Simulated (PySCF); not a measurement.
# C₄H₄F₂O₃: spin-spin couplings

Wanted: the spin-spin couplings of C₄H₄F₂O₃ (`O=C1OC[C@@H](F)[C@H](F)O1`), by calculation.

Programs: PySCF 2.14.0, with density-fitted response routines of our own. Each step states its level of theory. These are calculated values for one molecule in the gas phase, unless marked as measured. Atoms are numbered from 0 throughout.

## Step 1: The molecule as given

13 atoms, charge 0, multiplicity 1; geometry from: GFN2-xTB.

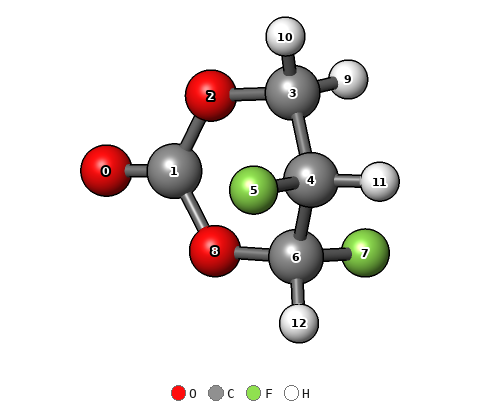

The starting geometry (oxygen red, carbon grey, fluorine green, hydrogen white), atoms numbered.

## Step 2: Spin-spin couplings: B3LYP/pcJ-1

Job settings and geometry (Å):

```
{"job": {"kind": "j", "xc": "B3LYP", "basis": "pcJ-1"}, "charge": 0, "multiplicity": 1}
O      2.885003     0.375679     0.559716
C      1.743826     0.215554     0.285317
O      1.264125    -0.987769    -0.008166
C     -0.093529    -1.228822    -0.349456
C     -1.034807    -0.187422     0.237351
F     -1.152854    -0.338095     1.594024
C     -0.432101     1.188080    -0.060486
F     -0.557237     1.387382    -1.415934
O      0.894692     1.284994     0.299881
H     -0.193162    -1.223838    -1.441601
H     -0.322536    -2.225525     0.037144
H     -2.038898    -0.267819    -0.192221
H     -0.966912     2.008087     0.436703
```

With the program's defaults for keys left out, this is: B3LYP/pcJ-1 indirect spin-spin coupling, non-relativistic, gas phase.

Launch:

```console
OMP_NUM_THREADS=1 python probes_run.py task.json out
```

The driver reads the jobs from task.json and runs them one after another.

Log:

```text
coarse grid: 12256 points
cycle   1  E = -579.8031092844  dE =  1.790e+00  |g| = 1.306e+00  |ddm| = 3.147e+00
cycle   2  E = -579.0210005916  dE =  7.821e-01  |g| = 2.476e+00  |ddm| = 2.200e+00
cycle   3  E = -580.0544229551  dE = -1.033e+00  |g| = 4.226e-01  |ddm| = 1.668e+00
cycle   4  E = -580.0832563972  dE = -2.883e-02  |g| = 1.384e-01  |ddm| = 3.065e-01
cycle   5  E = -580.0861601592  dE = -2.904e-03  |g| = 2.409e-02  |ddm| = 7.204e-02
cycle   6  E = -580.0862609088  dE = -1.007e-04  |g| = 1.113e-02  |ddm| = 2.055e-02
cycle   7  E = -580.0862800065  dE = -1.910e-05  |g| = 2.901e-03  |ddm| = 6.370e-03
cycle   8  E = -580.0862812991  dE = -1.293e-06  |g| = 8.889e-04  |ddm| = 2.054e-03
final grid: 123152 points
cycle   9  E = -580.1926937433  dE = -2.584e-04  |g| = 8.921e-03  |ddm| = 2.059e-02
cycle  10  E = -580.1926772469  dE =  1.650e-05  |g| = 1.304e-02  |ddm| = 1.205e-02
cycle  11  E = -580.1927050477  dE = -2.780e-05  |g| = 1.604e-03  |ddm| = 7.715e-03
cycle  12  E = -580.1927051694  dE = -1.217e-07  |g| = 1.345e-03  |ddm| = 1.477e-03
cycle  13  E = -580.1927054703  dE = -3.009e-07  |g| = 1.804e-04  |ddm| = 7.472e-04
cycle  14  E = -580.1927054762  dE = -5.861e-09  |g| = 3.283e-05  |ddm| = 1.318e-04
cycle  15  E = -580.1927054763  dE = -1.535e-10  |g| = 1.323e-05  |ddm| = 2.565e-05
converged SCF energy = -580.1927054763

Indirect spin-spin couplings (Hz)
  i      j    bonds     total        FC       PSO       DSO        SD
  0 O    7 F    4      1.265    -0.625     1.815     0.165    -0.091
  0 O    9 H    4     -0.345    -0.385    -0.176     0.216         -
  0 O   10 H    4     -0.183    -0.175    -0.240     0.231         -
  0 O   11 H    5     -0.182    -0.259    -0.177     0.253         -
  0 O   12 H    4     -0.236    -0.173    -0.297     0.234         -
  1 C    5 F    4      0.183     0.156     0.008     0.121    -0.103
  1 C    7 F    3     -3.839    -3.063    -0.349     0.008    -0.435
  1 C    9 H    3      0.309     0.322     0.083    -0.097         -
  1 C   10 H    3      6.174     6.151     0.409    -0.386         -
  1 C   11 H    4     -0.545    -0.473     0.273    -0.345         -
  1 C   12 H    3      8.123     8.107     0.414    -0.398         -
  2 O    5 F    3      1.074     0.927     0.034    -0.018     0.131
  2 O    9 H    2     -5.704    -5.189    -0.500    -0.015         -
  2 O   10 H    2    -12.852   -12.228    -0.570    -0.055         -
  2 O   11 H    3     -2.098    -2.174    -0.147     0.224         -
  3 C    5 F    2     20.433    19.050    -0.469     0.099     1.752
  3 C    7 F    3     -0.119     0.558    -0.674     0.146    -0.150
  3 C    9 H    1    154.262   153.378    -0.287     1.171         -
  3 C   10 H    1    163.355   162.591    -0.368     1.132         -
  3 C   11 H    2      5.577     5.686    -0.200     0.091         -
  3 C   12 H    3      3.018     3.037     0.399    -0.417         -
  4 C    5 F    1   -241.470  -287.270    23.265     1.020    21.514
  4 C    7 F    2     32.489    37.777    -5.079     0.257    -0.465
  4 C    9 H    2      4.428     4.453    -0.251     0.226         -
  4 C   10 H    2     -5.473    -5.381    -0.214     0.122         -
  4 C   11 H    1    168.708   168.106    -0.834     1.436         -
  4 C   12 H    2     -0.207    -0.137    -0.204     0.134         -
  5 F    6 C    2     29.065    33.032    -4.382     0.269     0.146
  5 F    7 F    3    -32.411   -29.554   -21.488    -1.344    19.975
  5 F    8 O    3      1.526     0.019     1.215    -0.035     0.327
  5 F    9 H    3     39.798    41.025     0.868    -1.816    -0.278
  5 F   10 H    3     15.953    14.926     1.199     0.326    -0.498
  5 F   11 H    2     53.245    48.724     8.767    -0.708    -3.537
  5 F   12 H    3      2.513     1.883     0.785     0.361    -0.516
  6 C    7 F    1   -277.546  -298.082     1.808     1.118    17.610
  6 C    9 H    3      0.204     0.238    -0.174     0.139         -
  6 C   10 H    3      4.117     4.131     0.327    -0.341         -
  6 C   11 H    2     -0.278    -0.269    -0.240     0.230         -
  6 C   12 H    1    194.189   193.762    -1.134     1.561         -
  7 F    8 O    2    -31.333   -12.659   -11.339    -0.040    -7.296
  7 F    9 H    4      5.425     6.315    -2.075     1.333    -0.149
  7 F   10 H    4      3.216     3.317     1.355    -1.330    -0.126
  7 F   11 H    3      0.485     0.192     0.507     0.512    -0.725
  7 F   12 H    2     58.858    60.404     2.868    -0.601    -3.813
  8 O   11 H    3     -1.342    -1.340    -0.244     0.243         -
  8 O   12 H    2    -18.610   -18.736     0.194    -0.068         -
  9 H   10 H    2    -14.247   -14.364     1.925    -1.807         -
  9 H   11 H    3      2.289     2.230    -0.505     0.564         -
  9 H   12 H    4     -0.482    -0.356     1.664    -1.791         -
 10 H   11 H    3      1.138     1.149     0.378    -0.390         -
 10 H   12 H    4      2.534     2.635     1.852    -1.952         -
 11 H   12 H    3      2.135     2.110     0.146    -0.121         -
```

It took 52 s on 1 thread of Intel Xeon Platinum 8488C, shared host; peak memory 1.2 GiB.

Couplings of 1 Hz or more, nine at most for each number of bonds (isotopes 13C, 19F, 1H, 17O):

```
   pair  bonds  J (Hz)  Fermi contact (Hz)  dihedral (°)
  C6–F7      1  -277.5              -298.1             –
  C4–F5      1  -241.5              -287.3             –
 C6–H12      1   194.2               193.8             –
 C4–H11      1   168.7               168.1             –
 C3–H10      1   163.4               162.6             –
  C3–H9      1   154.3               153.4             –
 F7–H12      2    58.9                60.4             –
 F5–H11      2    53.2                48.7             –
  C4–F7      2    32.5                37.8             –
  F7–O8      2   -31.3               -12.7             –
  F5–C6      2    29.1                33.0             –
  C3–F5      2    20.4                19.1             –
 O8–H12      2   -18.6               -18.7             –
 H9–H10      2   -14.2               -14.4             –
 O2–H10      2   -12.9               -12.2             –
  F5–H9      3    39.8                41.0           168
  F5–F7      3   -32.4               -29.6          -169
 F5–H10      3    16.0                14.9            47
 C1–H12      3     8.1                 8.1           156
 C1–H10      3     6.2                 6.2          -147
 C6–H10      3     4.1                 4.1           166
  C1–F7      3    -3.8                -3.1           -88
 C3–H12      3     3.0                 3.0          -172
 F5–H12      3     2.5                 1.9           -52
  F7–H9      4     5.4                 6.3             –
 F7–H10      4     3.2                 3.3             –
H10–H12      4     2.5                 2.6             –
  O0–F7      4     1.3                -0.6             –
```

The spin-dipole term was solved for some atoms only; pairs without it lack that part.

The response was solved for the nuclei of F, H alone, so couplings that need other nuclei can be missing.

Quadrupole couplings from the field gradients of the same density:

```
atom  isotope  eQq/h (MHz)     η
  O2      17O        -11.2  0.47
  O8      17O        -11.0  0.43
  O0      17O        8.993  0.04
```

## Step 3: Summary of results

| quantity | value |
| --- | --- |
| largest coupling of the table (B3LYP/pcJ-1) | 1J(C,F) C6–F7, -277.5 Hz |

What this shows: Of the pairs tabulated at B3LYP/pcJ-1, C6–F7 couples most strongly (-277.5 Hz; Fermi contact -298.1 Hz). Couplings across rotatable bonds belong to this one conformer; where others are populated, the observed values are averages. Density functionals describe couplings to fluorine poorly, F–F couplings above all, so those rows are rough.
